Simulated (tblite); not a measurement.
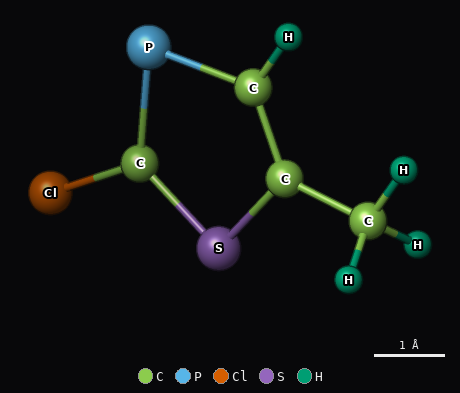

Starting structure of C$_{4}$H$_{4}$ClPS. The picture is a ball-and-stick view, seen from a free direction.

These are results of GFN2-xTB geometry optimisation, gas phase in tblite, not measurements.

```xyz
11

C    -1.7346   -0.4994   -0.2724
C    -0.3294   -0.0742   -0.0531
C     0.1155    1.0418    0.6505
P     1.8923    1.4128    0.8223
C     2.2175   -0.1161   -0.1157
Cl    3.8241   -0.6263   -0.4806
S     0.9287   -1.0806   -0.7014
H    -1.9265   -1.4766    0.1725
H    -2.4341    0.2108    0.1880
H    -1.9711   -0.5414   -1.3381
H    -0.5770    1.7521    1.1021
```

Where does the relaxation end?

After 22 geometry steps the energy has fallen by 6.51 kcal/mol. The largest move after the best rigid fit is that of P4, 0.11 Å. By element the largest moves are P 0.11 Å, H 0.05 Å, Cl 0.04 Å, C 0.03 Å. S stays in place. Some distances before and after: P4–C5 1.823 → 1.714 Å, C3–P4 1.823 → 1.767 Å, C2–C3 1.392 → 1.353 Å, C5–S7 1.713 → 1.733 Å. Bond angles that change, for instance: C3–P4–C5 87.4° → 91.9°, P4–C3–H11 116.6° → 120.0°, P4–C5–Cl6 121.5° → 123.9°.

Final geometry:

```xyz
11

C    -1.7346   -0.4764   -0.2572
C    -0.3174   -0.0702   -0.0395
C     0.1092    1.0247    0.6316
P     1.8436    1.3267    0.7792
C     2.2245   -0.0884   -0.1103
Cl    3.8272   -0.5950   -0.4618
S     0.9304   -1.0797   -0.6978
H    -1.9192   -1.4600    0.1726
H    -2.4061    0.2422    0.2055
H    -1.9553   -0.5309   -1.3224
H    -0.5969    1.7099    1.0743
```

After the run, drawn alike:

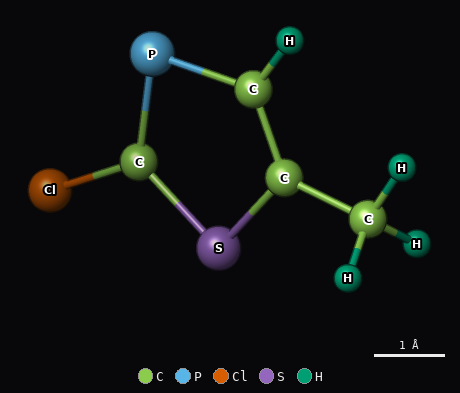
